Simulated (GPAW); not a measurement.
Consider TiAs (P6_3/mmc).

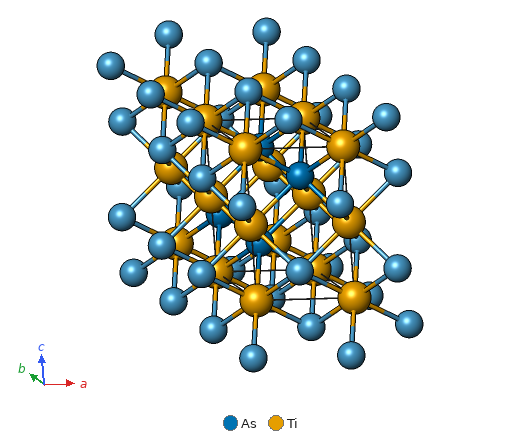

The structure (arsenic blue, titanium orange). 1×2×1 cells are drawn. Some periodic images of atoms are drawn too.

```
As Ti
1.0
     3.68019    0.00000    0.00000
    -1.84009    3.18714    0.00000
     0.00000    0.00000    6.02367
As Ti
2 2
Direct
  0.33333 0.66667 0.25000
  0.66667 0.33333 0.75000
  0.00000 0.00000 0.00000
  0.00000 0.00000 0.50000
```

Absorber: atom 3, with 6 As at 2.60 Å and 2 Ti at 3.01 Å (8-fold, site symmetry -3m). Method: GPAW, LDA, excited-electron core hole (neutral cell), 12-atom cell with 6.4 Å between holes, 5×5×5 k points, dipole transitions, Gaussian full width 0.94 eV up to 4 eV, rising linearly to 3.5 eV at 25 eV.

Question: Predict the near-edge structure at the Ti K edge.

Main maxima up to 30 eV above the zero (height): 3.7 eV (0.57), 8.6 eV (1.77), 18.7 eV (1.25) and 28.9 eV (0.96). A K edge sees empty p states, which here mix into the lowest empty bands, so that weight starts at the zero. The total-energy difference is 4970.10 eV. One term is added: -22.68 eV, since the hole is spin-paired here and a spin-polarised one costs that much less in the free atom (computed apart). The photon energy is then 4947.42 eV. The tabulated edge of the element is 4966 eV. The functional leaves an error in such absolute values: in the free atom LDA prices this hole 13.2 eV below PBE (computed apart), and PBE is itself good to a few eV.

The Ti K spectrum (energy from the lowest empty level; intensity scaled to a mean of 1 over the first 20 eV; polarised curves are means over the symmetry-equivalent atoms):

| E (eV) | isotropic | ε ⊥ c | ε ∥ c |
| --- | --- | --- | --- |
| -2.0 | 0.00 | 0.00 | 0.00 |
| -0.5 | 0.01 | 0.01 | 0.01 |
| 1.0 | 0.28 | 0.35 | 0.14 |
| 2.5 | 0.41 | 0.56 | 0.13 |
| 4.0 | 0.52 | 0.56 | 0.45 |
| 5.5 | 0.48 | 0.53 | 0.39 |
| 7.0 | 1.06 | 1.18 | 0.82 |
| 8.5 | 1.77 | 1.69 | 1.92 |
| 10.0 | 1.58 | 1.57 | 1.60 |
| 11.5 | 1.11 | 1.00 | 1.32 |
| 13.0 | 1.14 | 1.05 | 1.30 |
| 14.5 | 1.17 | 1.15 | 1.20 |
| 16.0 | 1.18 | 1.22 | 1.10 |
| 17.5 | 1.22 | 1.23 | 1.21 |
| 19.0 | 1.24 | 1.26 | 1.22 |
| 20.5 | 1.16 | 1.22 | 1.04 |
| 22.0 | 1.09 | 1.17 | 0.93 |
| 23.5 | 1.00 | 1.08 | 0.85 |
| 25.0 | 0.94 | 0.98 | 0.85 |
| 26.5 | 0.93 | 0.92 | 0.94 |
| 28.0 | 0.95 | 0.90 | 1.06 |
| 29.5 | 0.96 | 0.86 | 1.14 |
| 31.0 | 0.92 | 0.81 | 1.14 |

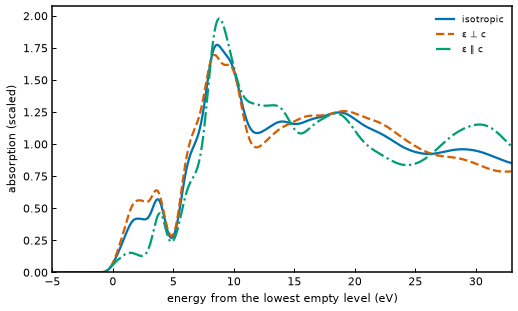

The Ti K edge.

Quadrupole 1s→3d transitions, which feed the pre-edge, are not in the dipole spectrum. The holes are only 6.4 Å apart, so the shape is probably not converged with cell size; no larger cell was run here. The mesh is coarse (0.24 Å⁻¹ between points), so small maxima may be mesh ripples. Lifetime broadening is put in by hand, and intensities beyond about 20 eV depend on it and on the partial waves. The structure is a computed Materials Project entry and may be a hypothetical form.

[Banner, clock and machine lines of the logs are left out without a mark of their own.]

[Logs are printed without paths, hosts, clocks, repeated set-up lines and the standing remarks that a program may print on its own settings, such as how far it seeks lower states.]

[Hosts, paths, dates, database ids (printed as entryN), source tags and the programs' standing remarks are cut or masked in the printed files.]

[Lists of maxima count a maximum above −3 eV only where it reaches 4 % of the highest in the window and stands out from its surroundings by 2 % of it (1.5 % where it reaches 55 %); shoulders and weaker maxima are passed over, and of the rest the first, up to two pre-edge ones and the few strongest are named.]
